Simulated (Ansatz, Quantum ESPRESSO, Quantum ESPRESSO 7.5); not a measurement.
## Ballistic transmission: In chain with one bond drawn out by 1.5 Å

How well does the junction conduct in the ballistic limit? It is: In chain with one bond drawn out by 1.5 Å.

Calculated with Quantum ESPRESSO 7.5; plane-wave DFT, LDA, GBRV ultrasoft pseudopotentials (cross-check by Ansatz 0.2.0 with PAW datasets).

**1. Set-up**

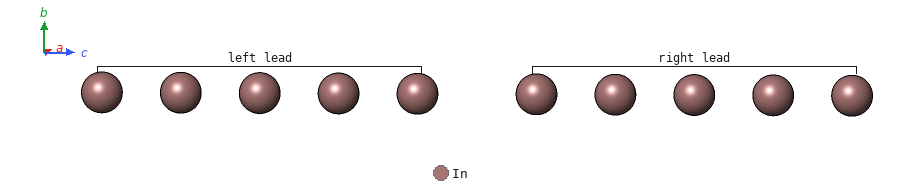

The cell as given, from the side, with the c axis across the page (indium brown).

The cell holds 10 atoms: 10 In. Its edges and angles: a = 7.500 Å, b = 7.500 Å, c = 31.000 Å, α = 90.0°, β = 90.0°, γ = 90.0°. Regions: left lead, 5 atoms (5 In); right lead, 5 atoms (5 In). Vacuum lies along a and b. The structure is stacked along c, and the current runs across the ab planes.

**2. SCF with pw.x**

One periodic cell holds a stretch of lead, the junction and more lead; the atoms stay as built.

scf.in

```
&control
  prefix = 'scf'
  outdir = './out'
  pseudo_dir = './pseudo'
  calculation = 'scf'
  tprnfor = .true.
/
&system
  ibrav = 0
  nat = 10
  ntyp = 1
  ecutwfc = 34
  ecutrho = 170
  occupations = 'smearing'
  smearing = 'mv'
  degauss = 0.01
/
&electrons
  conv_thr = 1e-07
  mixing_beta = 0.25
  electron_maxstep = 120
  mixing_mode = 'local-TF'
/
ATOMIC_SPECIES
  In  114.8180  in_lda_v1.4.uspp.F.UPF
CELL_PARAMETERS angstrom
  7.50000000000000 0.00000000000000 0.00000000000000
  0.00000000000000 7.50000000000000 0.00000000000000
  0.00000000000000 0.00000000000000 31.00000000000000
ATOMIC_POSITIONS crystal
  In  0.500000000000 0.500000000000 0.000000000000
  In  0.500000000000 0.500000000000 0.095161290323
  In  0.500000000000 0.500000000000 0.190322580645
  In  0.500000000000 0.500000000000 0.285483870968
  In  0.500000000000 0.500000000000 0.380645161290
  In  0.500000000000 0.500000000000 0.524193548387
  In  0.500000000000 0.500000000000 0.619354838710
  In  0.500000000000 0.500000000000 0.714516129032
  In  0.500000000000 0.500000000000 0.809677419355
  In  0.500000000000 0.500000000000 0.904838709677
K_POINTS automatic
  1 1 3 0 0 0
```

Run with:

```bash
OMP_NUM_THREADS=1 mpirun -n 4 pw.x -nk 1 -in scf.in > scf.out
```

The program printed:

```text
Program PWSCF v.7.5 starts
[citation notice left out]

     Parallel version (MPI & OpenMP), running on       4 processor cores
     Number of MPI processes:                 4
     Threads/MPI process:                     1

     MPI processes distributed on     1 nodes
[...]
Current dimensions of program PWSCF are:
     Max number of different atomic species (ntypx) = 10
     Max number of k-points (npk) =  40000
     Max angular momentum in pseudopotentials (lmaxx) =  4
     Message from routine setup:
     using ibrav=0 with symmetry is DISCOURAGED, use correct ibrav instead

     R & G space division:  proc/nbgrp/npool/nimage =       4
     Subspace diagonalization in iterative solution of the eigenvalue problem:
     a serial algorithm will be used

     Parallelization info
     --------------------
     sticks:   dense  smooth     PW     G-vecs:    dense   smooth      PW
     Min         677     544    138               110115    78800   10040
     Max         678     545    139               110136    78815   10053
     Sum        2709    2177    553               440487   315225   40181

     Using Slab Decomposition

     bravais-lattice index     =            0
     lattice parameter (alat)  =      14.1729  a.u.
     unit-cell volume          =   11767.4083 (a.u.)^3
     number of atoms/cell      =           10
     number of atomic types    =            1
     number of electrons       =       130.00
     number of Kohn-Sham states=           78
     kinetic-energy cutoff     =      34.0000  Ry
     charge density cutoff     =     170.0000  Ry
     scf convergence threshold =      1.0E-07
     mixing beta               =       0.2500
     number of iterations used =            8  local-TF  mixing
     Exchange-correlation=  SLA  PZ   NOGX NOGC
                           (   1   1   0   0   0   0   0)

     celldm(1)=  14.172946  celldm(2)=   0.000000  celldm(3)=   0.000000
     celldm(4)=   0.000000  celldm(5)=   0.000000  celldm(6)=   0.000000

     crystal axes: (cart. coord. in units of alat)
               a(1) = (   1.000000   0.000000   0.000000 )
               a(2) = (   0.000000   1.000000   0.000000 )
               a(3) = (   0.000000   0.000000   4.133333 )

     reciprocal axes: (cart. coord. in units 2 pi/alat)
               b(1) = (  1.000000  0.000000  0.000000 )
               b(2) = (  0.000000  1.000000  0.000000 )
               b(3) = (  0.000000  0.000000  0.241935 )

     PseudoPot. # 1 for In read from file:
     ./pseudo/in_lda_v1.4.uspp.F.UPF
     Pseudo is Ultrasoft + core correction, Zval = 13.0
     Generated by new atomic code, or converted to UPF format
     Using radial grid of  889 points,  6 beta functions with:
                l(1) =   0
                l(2) =   0
                l(3) =   1
                l(4) =   1
                l(5) =   2
                l(6) =   2
     Q(r) pseudized with  6 coefficients,  rinner =    1.400   1.400   1.400
                                                       1.400   1.400

     atomic species   valence    mass     pseudopotential
     In               13.00   114.81800     In( 1.00)

      8 Sym. Ops. (no inversion) found

   Cartesian axes

     site n.     atom                  positions (alat units)
         1        In     tau(   1) = (   0.5000000   0.5000000   0.0000000  )
         2        In     tau(   2) = (   0.5000000   0.5000000   0.3933333  )
         3        In     tau(   3) = (   0.5000000   0.5000000   0.7866667  )
         4        In     tau(   4) = (   0.5000000   0.5000000   1.1800000  )
         5        In     tau(   5) = (   0.5000000   0.5000000   1.5733333  )
         6        In     tau(   6) = (   0.5000000   0.5000000   2.1666667  )
         7        In     tau(   7) = (   0.5000000   0.5000000   2.5600000  )
         8        In     tau(   8) = (   0.5000000   0.5000000   2.9533333  )
         9        In     tau(   9) = (   0.5000000   0.5000000   3.3466667  )
        10        In     tau(  10) = (   0.5000000   0.5000000   3.7400000  )

     number of k points=     2  Marzari-Vanderbilt smearing, width (Ry)=  0.0100
                       cart. coord. in units 2pi/alat
        k(    1) = (   0.0000000   0.0000000   0.0000000), wk =   0.6666667
        k(    2) = (   0.0000000   0.0000000   0.0806452), wk =   1.3333333

     Dense  grid:   440487 G-vectors     FFT dimensions: (  60,  60, 243)

     Smooth grid:   315225 G-vectors     FFT dimensions: (  54,  54, 225)

     Estimated max dynamical RAM per process >     484.34 MB

     Estimated total dynamical RAM >       1.89 GB

     Check: negative core charge=   -0.000001

     Initial potential from superposition of free atoms

     starting charge     115.0000, renormalised to     130.0000

     negative rho (up, down):  1.483E-02 0.000E+00
     Starting wfcs are   90 randomized atomic wfcs

     total cpu time spent up to now is        2.0 secs

     per-process dynamical memory:   129.2 Mb

     Self-consistent Calculation

     iteration #  1     ecut=    34.00 Ry     beta= 0.25
     Davidson diagonalization with overlap
     ethr =  1.00E-02,  avg # of iterations =  3.0

     negative rho (up, down):  4.451E-01 0.000E+00

     total cpu time spent up to now is        8.2 secs

     total energy              =   -1337.95376303 Ry
     estimated scf accuracy    <      52.58371588 Ry

     iteration #  2     ecut=    34.00 Ry     beta= 0.25
[...]
negative rho (up, down):  1.589E+00 0.000E+00

[...]
total energy              =   -1325.83990541 Ry
     estimated scf accuracy    <      27.99483500 Ry

     iteration #  3     ecut=    34.00 Ry     beta= 0.25
[...]
negative rho (up, down):  1.719E+00 0.000E+00

[...]
total energy              =   -1330.27426773 Ry
     estimated scf accuracy    <       1.93778018 Ry

     iteration #  4     ecut=    34.00 Ry     beta= 0.25
[...]
negative rho (up, down):  1.591E+00 0.000E+00

[...]
total energy              =   -1329.93906991 Ry
     estimated scf accuracy    <       0.99021523 Ry

     iteration #  5     ecut=    34.00 Ry     beta= 0.25
[...]
negative rho (up, down):  1.252E+00 0.000E+00

[...]
total energy              =   -1329.93768132 Ry
     estimated scf accuracy    <       0.29017044 Ry

     iteration #  6     ecut=    34.00 Ry     beta= 0.25
[...]
negative rho (up, down):  9.833E-01 0.000E+00

[...]
total energy              =   -1329.91499673 Ry
     estimated scf accuracy    <       0.08586167 Ry

     iteration #  7     ecut=    34.00 Ry     beta= 0.25
[...]
negative rho (up, down):  1.764E-01 0.000E+00

[...]
total energy              =   -1329.85213766 Ry
     estimated scf accuracy    <       0.04587047 Ry

     iteration #  8     ecut=    34.00 Ry     beta= 0.25
[...]
negative rho (up, down):  1.023E-01 0.000E+00

[...]
total energy              =   -1329.85280749 Ry
     estimated scf accuracy    <       0.01491246 Ry

     iteration #  9     ecut=    34.00 Ry     beta= 0.25
[...]
negative rho (up, down):  3.055E-02 0.000E+00

[...]
total energy              =   -1329.84857854 Ry
     estimated scf accuracy    <       0.00637767 Ry

     iteration # 10     ecut=    34.00 Ry     beta= 0.25
[...]
negative rho (up, down):  2.307E-02 0.000E+00

[...]
total energy              =   -1329.84967609 Ry
     estimated scf accuracy    <       0.00125425 Ry

     iteration # 11     ecut=    34.00 Ry     beta= 0.25
[...]
negative rho (up, down):  9.719E-03 0.000E+00

[...]
total energy              =   -1329.84990282 Ry
     estimated scf accuracy    <       0.00030867 Ry

     iteration # 12     ecut=    34.00 Ry     beta= 0.25
[...]
negative rho (up, down):  6.438E-03 0.000E+00

[...]
total energy              =   -1329.84987166 Ry
     estimated scf accuracy    <       0.00014445 Ry

     iteration # 13     ecut=    34.00 Ry     beta= 0.25
[...]
negative rho (up, down):  5.928E-03 0.000E+00

[...]
total energy              =   -1329.84990423 Ry
     estimated scf accuracy    <       0.00000281 Ry

     iteration # 14     ecut=    34.00 Ry     beta= 0.25
[...]
negative rho (up, down):  6.107E-03 0.000E+00

[...]
total energy              =   -1329.84990484 Ry
     estimated scf accuracy    <       0.00000140 Ry

     iteration # 15     ecut=    34.00 Ry     beta= 0.25
[...]
negative rho (up, down):  5.970E-03 0.000E+00

[...]
total energy              =   -1329.84990660 Ry
     estimated scf accuracy    <       0.00000041 Ry

     iteration # 16     ecut=    34.00 Ry     beta= 0.25
[...]
negative rho (up, down):  6.113E-03 0.000E+00

[...]
End of self-consistent calculation

          k = 0.0000 0.0000 0.0000 ( 39421 PWs)   bands (ev):

   -16.6195 -16.6139 -16.6138 -16.6137 -16.6135 -16.6103 -16.5405 -16.5344
   -16.5344 -16.5316 -16.5316 -16.4186 -16.3037 -16.3023 -16.3023 -16.2394
   -16.2394 -16.2348 -16.2346 -16.2181 -16.2178 -16.1996 -16.1993 -16.1964
   -16.1962 -16.1916 -16.1916 -16.1875 -16.1837 -16.1837 -16.1835 -16.1834
   -16.1520 -16.1520 -16.1436 -16.1436 -16.1434 -16.1434 -16.1042 -16.1042
   -16.0691 -16.0553 -16.0553 -15.9827 -15.9827 -15.9754 -15.9754 -15.9513
   -15.8337 -15.7997  -7.8074  -7.6995  -7.5889  -7.2970  -6.9765  -6.4660
    -6.0075  -5.2739  -4.7044  -3.8669  -2.5353  -1.5519  -1.5519  -1.4302
    -1.4302  -1.4034  -1.3302  -1.3302  -0.9805  -0.9805  -0.8919  -0.7050
    -0.7050  -0.1648  -0.1648   0.1740   0.1740   0.8406

          k = 0.0000 0.0000 0.0806 ( 39381 PWs)   bands (ev):

   -16.6181 -16.6139 -16.6138 -16.6137 -16.6135 -16.6120 -16.5398 -16.5344
   -16.5344 -16.5316 -16.5316 -16.4194 -16.3027 -16.3023 -16.3023 -16.2394
   -16.2394 -16.2348 -16.2346 -16.2181 -16.2178 -16.1995 -16.1993 -16.1964
   -16.1962 -16.1915 -16.1915 -16.1884 -16.1837 -16.1837 -16.1835 -16.1834
   -16.1521 -16.1521 -16.1436 -16.1436 -16.1434 -16.1434 -16.1041 -16.1041
   -16.0685 -16.0553 -16.0553 -15.9827 -15.9827 -15.9754 -15.9754 -15.9516
   -15.8336 -15.7998  -7.8038  -7.7145  -7.5657  -7.3245  -6.9401  -6.5174
    -5.9385  -5.3660  -4.5926  -3.9619  -2.3750  -1.7352  -1.5423  -1.5423
    -1.4649  -1.4649  -1.2812  -1.2812  -1.0388  -1.0388  -0.6310  -0.6310
    -0.4985  -0.2609  -0.2609   0.2835   0.2835   0.3506

     the Fermi energy is    -1.4221 ev

!    total energy              =   -1329.84990678 Ry
     estimated scf accuracy    <       0.00000004 Ry
     smearing contrib. (-TS)   =      -0.00519494 Ry
     internal energy E=F+TS    =   -1329.84471184 Ry

     The total energy is F=E-TS. E is the sum of the following terms:
     one-electron contribution =   -1435.64992787 Ry
     hartree contribution      =     769.89064800 Ry
     xc contribution           =    -370.00273248 Ry
     ewald contribution        =    -294.08269949 Ry

     convergence has been achieved in  16 iterations

     negative rho (up, down):  6.113E-03 0.000E+00

     Forces acting on atoms (cartesian axes, Ry/au):

     atom    1 type  1   force =     0.00000000    0.00000000    0.00219847
     atom    2 type  1   force =     0.00000000    0.00000000    0.00542710
     atom    3 type  1   force =     0.00000000    0.00000000    0.00489537
     atom    4 type  1   force =     0.00000000    0.00000000   -0.01441159
     atom    5 type  1   force =     0.00000000    0.00000000    0.00180673
     atom    6 type  1   force =     0.00000000    0.00000000   -0.00180776
     atom    7 type  1   force =     0.00000000    0.00000000    0.01439698
     atom    8 type  1   force =     0.00000000    0.00000000   -0.00492228
     atom    9 type  1   force =     0.00000000    0.00000000   -0.00542742
     atom   10 type  1   force =     0.00000000    0.00000000   -0.00215563

     Total force =     0.023197     Total SCF correction =     0.000617

[...]
=------------------------------------------------------------------------------=
   JOB DONE.
=------------------------------------------------------------------------------=
```

The job ended after 82 s (4 MPI ranks of Arm Neoverse V2, shared host; peak memory 1.9 GiB).

This step gave:

```
free energy  : -18093.5297 eV
Fermi energy : -1.422 eV
```

The program's own clock; routines nest. Time by routine:

| routine | wall time (s) | calls |
| --- | --- | --- |
| PWSCF | 81.46 | 1 |
| electrons | 78.34 | 1 |
| c_bands | 50.4 | 16 |
| cegterg | 49.38 | 32 |
| h_psi | 32.59 | 131 |
| fftw | 27.32 | 14754 |
| vloc_psi | 24.48 | 131 |
| sum_band | 13.15 | 16 |
| mix_rho | 8.63 | 16 |
| newd | 6.22 | 17 |
| calbec | 5.92 | 171 |
| ffts | 5.21 | 1878 |
| h_psi:calbec | 3.95 | 131 |
| s_psi | 3.91 | 131 |

The run needed 16 iterations to bring the estimated error under 1e-07 Ry; the largest force on any atom, held or free, is 0.37 eV/Å.

[end of part 1 of 4]

[Logs are printed without paths, hosts, clocks, repeated set-up lines and the standing remarks that a program may print on its own settings, such as how far it seeks lower states.]

[Hosts, paths, dates, database ids (printed as entryN), source tags and the programs' standing remarks are cut or masked in the printed files.]

[Maps of the electrostatic potential energy from Ansatz leave out the sawtooth potential of an applied field or a dipole correction, so their vacuum need not be flat; planar profiles and work functions include it.]
